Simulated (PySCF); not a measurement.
**C$_{4}$H$_{11}$OPSi$_{2}$: density, localisation and related maps**

```csv
atom,x (Å),y (Å),z (Å)
C,4.4945,-1.2004,-0.2605
C,3.4580,-0.9335,0.2884
Si,1.8524,-0.5156,1.1089
Si,0.4588,0.3438,-0.5267
P,-0.3732,-1.0097,-2.1324
O,-0.7724,0.8237,0.4208
C,-2.0681,1.1910,0.0392
C,-3.0446,0.8723,1.1594
H,5.4036,-1.4344,-0.7373
H,1.3814,-1.7684,1.7275
H,2.1742,0.4207,2.1943
H,0.9632,1.4822,-1.3259
H,0.8624,-1.4448,-2.5669
H,-0.5349,-2.1122,-1.3102
H,-2.3472,0.6503,-0.8753
H,-2.0761,2.2648,-0.1829
H,-2.7638,1.4125,2.0601
H,-3.0271,-0.1935,1.3735
H,-4.0508,1.1605,0.8682
```

Geometry: GFN2-xTB.

All numbers below come from PBE0/pcSseg-1, SCF density, gas phase, non-relativistic in PySCF.

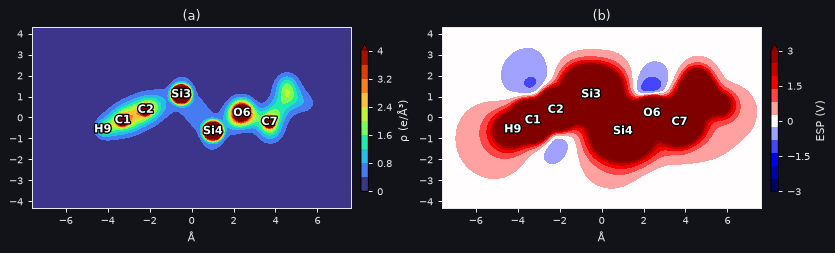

Figure 1. (a) total electron density; (b) molecular electrostatic potential on the plane of atoms C2, Si3 and Si4.

> Interpret the plot.

- Atoms in the plane: C, Si, O and H.
- C–C (1.20 Å): ρ is about 2.8 e/Å³ halfway.
- C–O (1.40 Å): ρ is about 2.1 e/Å³ halfway, with its minimum of 1.7 e/Å³ about 0.5 Å from C.
- Si–O (1.63 Å): ρ at the midpoint is about 1.2 e/Å³.
- C–Si (1.85 Å): the density is about 0.91 e/Å³ at the midpoint.
- Si–Si (2.31 Å): ρ at the midpoint is about 0.69 e/Å³.
- Outside the dense part of the molecule the potential is most negative (−1.4 V) near O6.

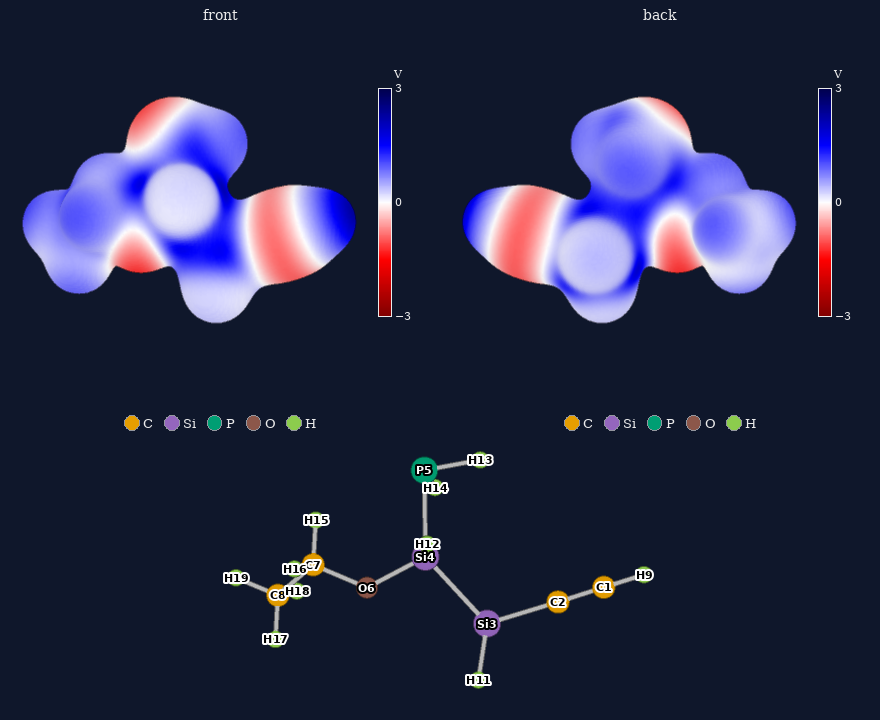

Figure 2. The molecular electrostatic potential painted on the density surface at 0.004 e/bohr³, seen from the front and from behind; the colour scale runs from red (negative) to blue (positive). The bare structure is drawn below in the same view.

> Which sites attract a positive test charge, and which a negative one?

A positive charge is drawn to the negative regions and a negative charge to the positive ones. The most negative region (about −1.2 V) lies over O6, the most positive (about +2.1 V) over H9. O6 is the likeliest acceptor of a hydrogen bond.
